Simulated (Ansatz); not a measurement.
Process, species as SMILES: [O]Cl (O-Cl) → Cl atom + O atom
B3LYP-D3(BJ)/def2-TZVP geometries, fixed; electronic energies without zero-point terms.

Basis-set convergence of the atomisation energy at B2PLYP with Ansatz (an electronic-structure program). Cartesian d functions, on some or all atoms, in 6-31+G*, 6-311+G**; all else is spherical. Cores are frozen. Open shells are unrestricted. No added dispersion term, no relativity. Functions are those of the species that has most. Reference: the value in aug-cc-pV(5+d)Z, 65.17 kcal/mol, itself unsure by roughly 0.22 kcal/mol (its mean distance from pcseg-4, aug-pcseg-3, aug-cc-pV(Q+d)Z). Deviations are taken from unrounded values.

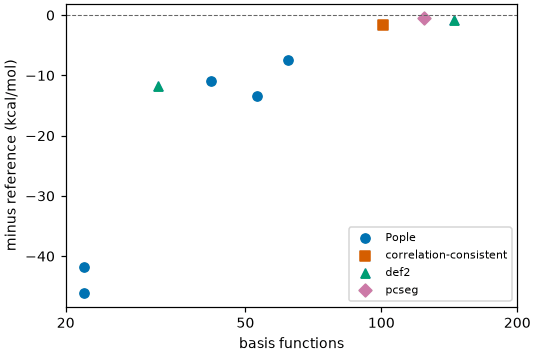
Deviation from the reference against the number of basis functions, by family of sets.

| basis | functions | atomisation energy (kcal/mol) | minus reference (kcal/mol) |
|---|---|---|---|
| 3-21G | 22 | 23.41 | -41.76 |
| 6-31G | 22 | 19.09 | -46.07 |
| def2-SVP | 32 | 53.47 | -11.70 |
| 6-31+G* | 42 | 54.27 | -10.90 |
| 6-311+G** | 53 | 51.82 | -13.34 |
| 6-311++G(2d,2p) | 62 | 57.65 | -7.51 |
| aug-cc-pV(T+d)Z | 101 | 63.59 | -1.58 |
| pcseg-3 | 124 | 64.69 | -0.47 |
| def2-QZVPPD | 145 | 64.40 | -0.77 |
